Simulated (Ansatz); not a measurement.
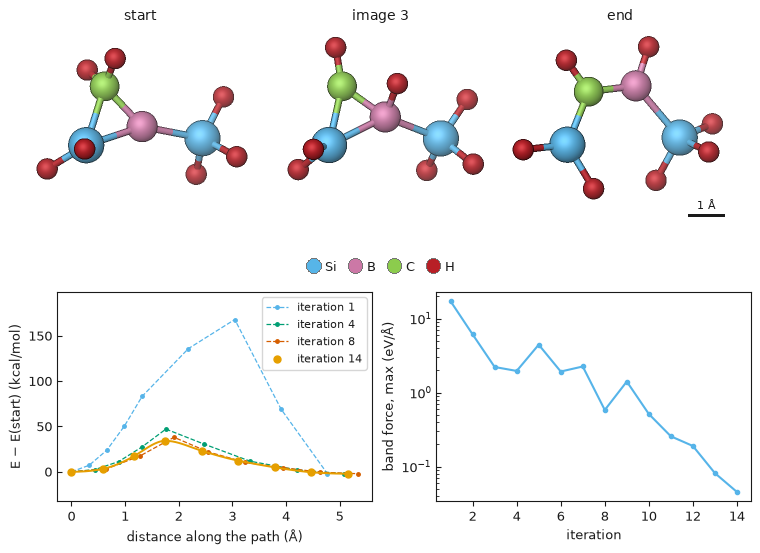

A search for the minimum-energy path of CH$_{7}$BSi$_{2}$ by the nudged elastic band. Images are numbered from 0 (start) to 8 (end). The plot follows the band through its iterations. Style: ball-and-stick. Shown at a tilt.

Method: UKS r2SCAN/STO-3G (Ansatz 0.2.0). Run with 7 movable images; climbing image; force threshold 0.05 eV/Å; iteration limit 34; starting path through a guess of the saddle point.

### Did the band converge, and can the barrier be trusted?

The result is final at these settings. The band converged in 14 iterations. The largest component of the band force went from 17 to 0.045 eV/Å. The climbing image converged on the top of the path. Its vibrational analysis gives one imaginary mode (816i cm⁻¹), as a transition state must have. The first iteration put the highest image at 168.0 kcal/mol. The energy climbs by 34.2 kcal/mol to image 3 and then falls by 36.3 kcal/mol, so the end point sits at −2.1 kcal/mol.

Limits of the set-up: STO-3G is a minimal basis, so the numbers are rough.

The run took 9.8 min on 1 thread of Arm Neoverse V1 (shared host), peak memory 0.17 GiB.
